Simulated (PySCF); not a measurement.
```xyz
2

Er    0.0000    0.0000   -0.3695
P     0.0000    0.0000    1.9795
```

All numbers below come from PBE0/x2c-SVPall, spin-free X2C-1e, Gaussian nucleus, at a bond length of 2.349 Å (PySCF).

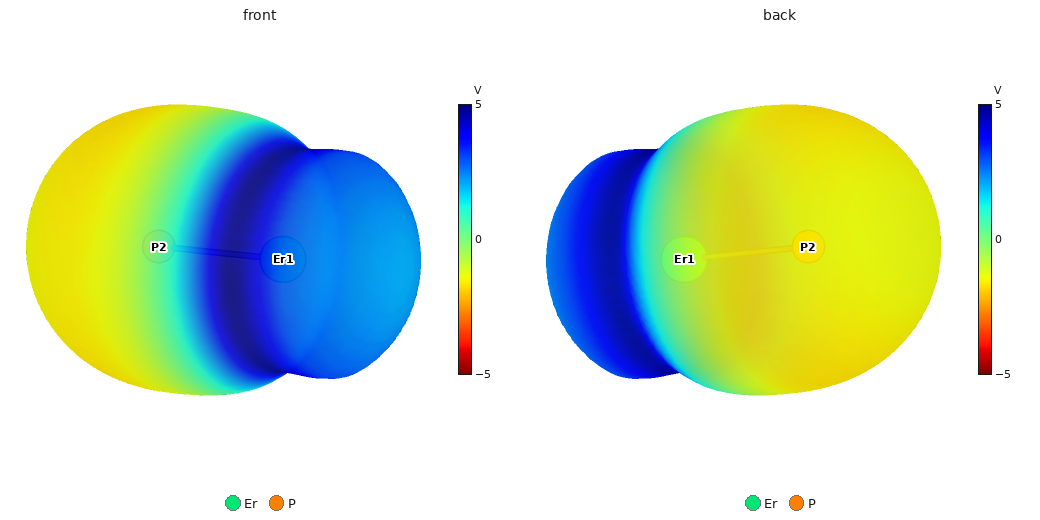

ErP (quartet). The electrostatic potential painted on the density surface at 0.002 e/bohr³, seen from the front and from behind; red is negative and blue positive.

Where is the surface potential most negative and most positive?

The most negative region (about −1.7 V, or −39 kcal/mol for a unit charge) lies over P2, the most positive (about +4.8 V, or +111 kcal/mol for a unit charge) over Er1.
